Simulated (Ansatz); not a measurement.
Take AlP in the zinc blende structure (space group F-43m, No. 216; a = 5.470 Å) as the base.

One thing is altered: every P is replaced by As; the structure is relaxed again.

Method: PBEsol (Ansatz, an electronic-structure program; PAW; 420 eV plane waves; without spin-orbit coupling).

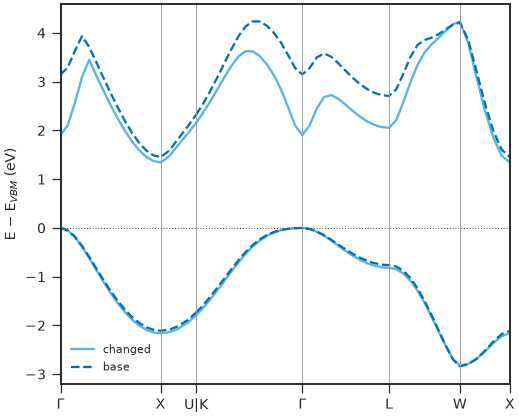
Figure: Highest valence and lowest conduction band along the path, each from its own valence-band maximum

The gap is 1.34 eV, indirect, Γ → X; the base has 1.45 eV.

Whether these cells are dynamically stable was not tested.
